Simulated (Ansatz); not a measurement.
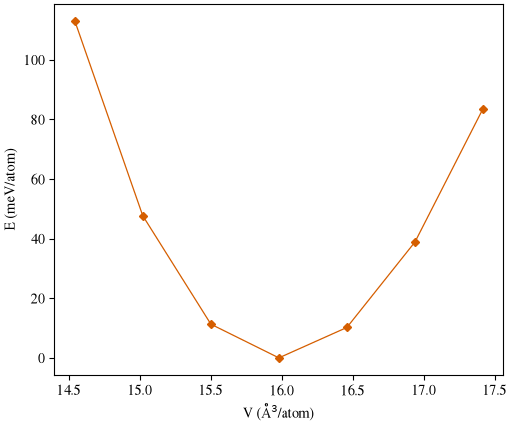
Figure. Mo (hcp (Mg type), space group No. 194) under volume change, plane-wave PAW r²SCAN (Ansatz code), shape and atoms relaxed at each volume.

Task: What does a third-order Birch–Murnaghan fit give for V₀, B₀ and B′?

Result: V₀ = 15.98 Å³/atom, B₀ = 239 GPa, B′ = 4.0.

Space group P6_3/mmc (hcp (Mg type)). The start of the workflow was typed in or built on a structure type; the Crystallography Open Database copy checked does not list it. It is not the phase usual at ambient conditions (space group No. 229). The cell was relaxed with r²SCAN under the symmetry of its start; its stability against distortions is not shown here. No spin polarisation was allowed.

Potentials: the later of the program's two PAW sets.
